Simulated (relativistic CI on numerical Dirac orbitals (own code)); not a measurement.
# C⁺: one ion under different settings

Aim: see what numerical and physical settings do to the SCF, the total energy and the lowest levels of C⁺.

Method: Dirac-Coulomb-Breit CI, KLI orbitals optimised for each configuration, model QED (radiative potential, 1s self-energy scaled to tabulated hydrogen-like ionisation energies), numerical settings as typed. Code: relativistic CI on numerical Dirac orbitals (own code) version 3.

## Step 1: Starting point

```
ion            : C⁺ (C II)
nuclear charge : 6
electrons      : 5
isotope        : A = 12
```

## Step 2: Usual settings

Settings, as recorded:

```ini
atom C  Z=6  charge=1  electrons=5
nucleus A=12  rms_radius_fm=2.4702
hamiltonian dirac-coulomb  breit=on  qed=on  c_scale=1
orbitals kli  potential=per-configuration
slater_scale 1
correlation none
mixing on
grid step=0.0125 r_max=34.5
scf mixing=0.4 start=green max_iterations=150 tolerance=2e-08 node_fill=0.05
configurations
  [He] 2s2 2p
  [He] 2s 2p2
end
```

Started as:

```console
python run_levels.py task.json out
```

One command runs all members of the session, one after another, from task.json.

## Step 3: QED terms off

Changes to the settings of step 2:

```diff
@@ -2,3 +2,3 @@
 nucleus A=12  rms_radius_fm=2.4702
-hamiltonian dirac-coulomb  breit=on  qed=on  c_scale=1
+hamiltonian dirac-coulomb  breit=on  qed=off  c_scale=1
 orbitals kli  potential=per-configuration
```

## Step 4: Iteration limit 20

Settings, as recorded:

```ini
atom C  Z=6  charge=1  electrons=5
nucleus A=12  rms_radius_fm=2.4702
hamiltonian dirac-coulomb  breit=on  qed=on  c_scale=1
orbitals kli  potential=per-configuration
slater_scale 1
correlation none
mixing on
grid step=0.0125 r_max=34.5
scf mixing=0.4 start=green max_iterations=20 tolerance=2e-08 node_fill=0.05
configurations
  [He] 2s2 2p
  [He] 2s 2p2
end
```

## Step 5: Start potential previous, tolerance 0.0001, QED terms off

Settings, as recorded:

```ini
atom C  Z=6  charge=1  electrons=5
nucleus A=12  rms_radius_fm=2.4702
hamiltonian dirac-coulomb  breit=on  qed=off  c_scale=1
orbitals kli  potential=per-configuration
slater_scale 1
correlation none
mixing on
grid step=0.0125 r_max=34.5
scf mixing=0.4 start=previous max_iterations=150 tolerance=0.0001 node_fill=0.05
configurations
  [He] 2s2 2p
  [He] 2s 2p2
end
```

## Step 6: Breit term off

Settings, as recorded:

```ini
atom C  Z=6  charge=1  electrons=5
nucleus A=12  rms_radius_fm=2.4702
hamiltonian dirac-coulomb  breit=off  qed=on  c_scale=1
orbitals kli  potential=per-configuration
slater_scale 1
correlation none
mixing on
grid step=0.0125 r_max=34.5
scf mixing=0.4 start=green max_iterations=150 tolerance=2e-08 node_fill=0.05
configurations
  [He] 2s2 2p
  [He] 2s 2p2
end
```

## Step 7: Node fill 50

Settings, as recorded:

```ini
atom C  Z=6  charge=1  electrons=5
nucleus A=12  rms_radius_fm=2.4702
hamiltonian dirac-coulomb  breit=on  qed=on  c_scale=1
orbitals kli  potential=per-configuration
slater_scale 1
correlation none
mixing on
grid step=0.0125 r_max=34.5
scf mixing=0.4 start=green max_iterations=99 tolerance=2e-08 node_fill=50
configurations
  [He] 2s2 2p
  [He] 2s 2p2
end
```

## Step 8: Nuclear radius 24.702

Settings, as recorded:

```ini
atom C  Z=6  charge=1  electrons=5
nucleus A=12  rms_radius_fm=24.7020
hamiltonian dirac-coulomb  breit=on  qed=on  c_scale=1
orbitals kli  potential=per-configuration
slater_scale 1
correlation none
mixing on
grid step=0.0125 r_max=34.5
scf mixing=0.4 start=green max_iterations=59 tolerance=2e-08 node_fill=0.05
configurations
  [He] 2s2 2p
  [He] 2s 2p2
end
```

(Steps that only read results are left out.)

Before running it: what results should come out? Wanted: lowest level, usual settings; total energy; first excitation.

**Answer**, as computed:

| setting | total energy less usual (Ha) | largest shift of a level among the lowest eight of both runs, same label and place (cm⁻¹) | SCF iterations | time | lowest level | kind of change |
| --- | --- | --- | --- | --- | --- | --- |
| usual | 0 | 0 | 18 | 0.064 s | 2p 2P°1/2 | - |
| QED terms off | -0.00167 | 10.5 | 18 | 0.033 s | 2p 2P°1/2 | model term |
| iteration limit 20 | 0 | 0 | 18 | 0.061 s | 2p 2P°1/2 | numerical |
| start potential previous, tolerance 0.0001, QED terms off | -0.00167 | 11.1 | 10 | 0.028 s | 2p 2P°1/2 | model term |
| Breit term off | -0.0028 | 27.8 | 18 | 0.06 s | 2p 2P°1/2 | model term |
| node fill 50 | 0.0631 | 10300 | 20 | 0.063 s | 2p 2P°1/2 | unsound |
| nuclear radius 24.702 | 0.000347 | 1.95 | 18 | 0.074 s | 2p 2P°1/2 | unsound |

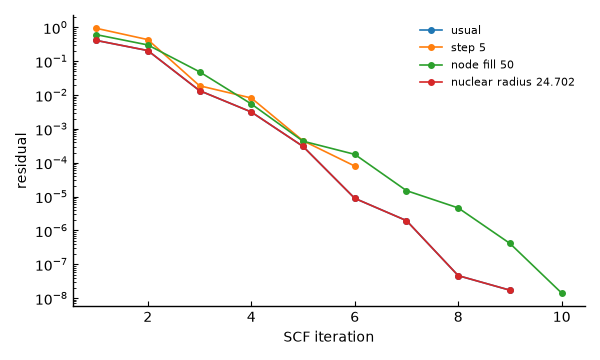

Residual of the first configuration's SCF.

```
                    quantity        value
lowest level, usual settings    2p 2P°1/2
                total energy  -37.3027 Ha
            first excitation    63.4 cm⁻¹
```

Among the runs whose levels can be followed, they move most under «node fill 50» (unsound), by up to 10300 cm⁻¹. No visible change in the result comes from «iteration limit 20». Only the listed configurations are in the model. In a near-neutral ion this small CI can misplace whole configurations by 10,000 cm⁻¹ or more.
